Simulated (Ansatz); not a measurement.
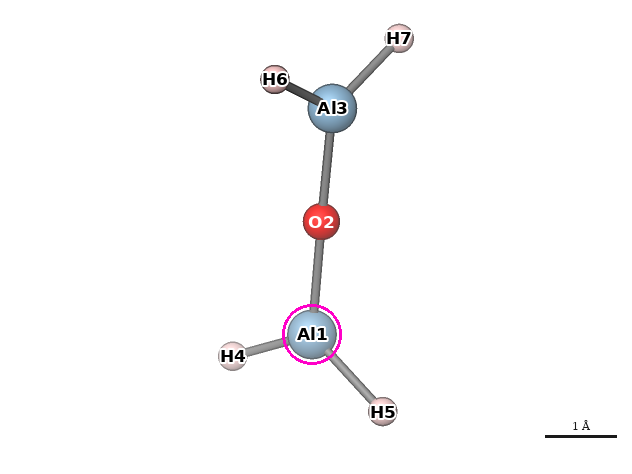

Orthographic view. Depth is shown by fading: the farther an atom, the more it takes the colour of the background. The computed structure is the end point of a PBE-D4/def2-SVP optimisation. No frequency run is at hand to confirm it as a minimum.

**Which atoms are bonded to the circled atom?**

The circled atom is Al1; it is bonded to O2, H4, H5.

**Which atom is farthest from the viewer?**

H4, 1.7 Å behind the mean position.

**Which atom is nearest the viewer?**

H6, 1.9 Å in front of the mean position.

**What is the shortest path along bonds from the circled atom to H6?**

Al1–O2–Al3–H6, 3 bonds; through space the two are 4.42 Å apart.
